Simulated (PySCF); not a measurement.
SMILES CC(=O)CCS (C4H8OS) at its GFN2-xTB optimised geometry (Å):

```
14

C      1.6572    -1.8784    -1.4466
C      1.3114    -1.3942    -0.0654
O      1.3820    -2.0853     0.9170
C      0.8306     0.0468     0.0000
C     -0.6955     0.0468     0.0000
S     -1.3820     1.7402     0.0000
H      0.8711    -1.6113    -2.1488
H      2.5758    -1.3906    -1.7694
H      1.8084    -2.9544    -1.4459
H      1.2000     0.6214    -0.8495
H      1.1884     0.4980     0.9280
H     -1.0875    -0.4850     0.8662
H     -1.0890    -0.4101    -0.9081
H     -0.9137     2.0853     1.1973
```

Method: PBE/def2-TZVP run with PySCF 2.14.0. Cells within 0.4 Å of a nucleus heavier than hydrogen are left out (blank, or x).

Map of the electrostatic potential (hartree/e), clipped to [-0.08, 0.12] on the plane z = 0.8 Å:

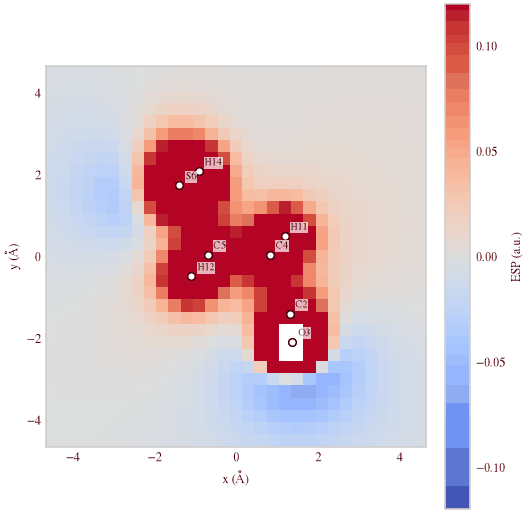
Figure. Electrostatic potential (hartree/e), clipped to [-0.08, 0.12] on the plane z = 0.8 Å.
